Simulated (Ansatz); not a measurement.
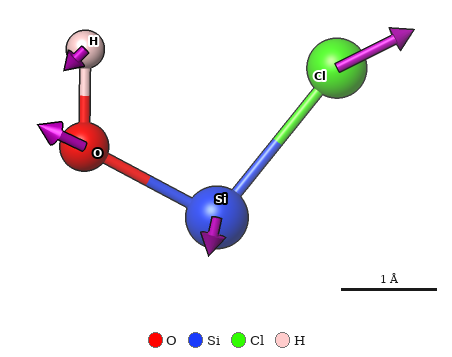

This is a relaxation of SiHOCl (coarse preliminary run). The starting structure is drawn; purple arrows show the displacements, 10 times their true length. The two geometries are superimposed by the best rigid fit.

Style: ball-and-stick. Shown at a tilt.

The start comes from a force field.

Computed with Ansatz, RKS PBE-D4/def2-SVP. (force threshold 0.03 eV/Å; at most 200 steps)

Question: What did the optimiser do to the structure, and how much energy did it gain?

Answer: The Cl atom moves most after the best rigid fit: 0.093 Å. By element the largest moves are Cl 0.093 Å, O 0.060 Å, Si 0.044 Å, H 0.034 Å. Near-neighbour distances that change, for instance: Cl–Si 2.021 → 2.143 Å, O–Si 1.605 → 1.676 Å, H–O 1.027 → 0.979 Å. After 4 geometry steps the energy has fallen by 5.98 kcal/mol. The largest force component goes from 3 to 0.02 eV/Å. The run took roughly 6 core-seconds on a shared host.
